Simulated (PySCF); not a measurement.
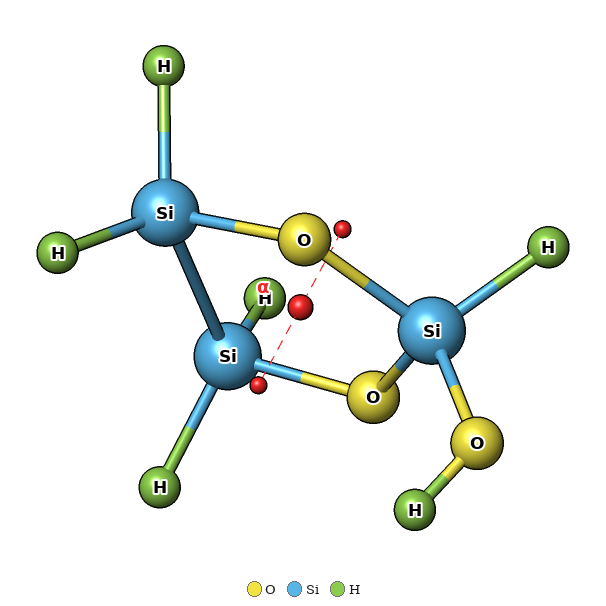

The small points mark where nucleus-independent chemical shifts (NICS) were computed: at the centre of each lettered ring and 1 Å above and below it. Computed geometry: GFN2-xTB optimisation. No frequency run is at hand to confirm it as a minimum. Level of theory: GIAO PBE0/pcSseg-1 NMR shielding, non-relativistic, gas phase (PySCF 2.14.0).

Give NICS(0), NICS(1) and the out-of-plane component NICS(1)zz for each ring (means of the two sides).

```tsv
ring	members	NICS(0)	NICS(1)	NICS(1)zz
α	Si3O2	−6.1	−2.7	−2.5
```

Values in ppm.

What do the values say about the ring currents?

Answer. Ring α: weak, as in a non-aromatic ring. NICS is one index among several.

The geometry is semi-empirical. Around Si such bond lengths and angles can be off by a tenth of an ångström or more and by several degrees, and values that hang on the shape move with them.
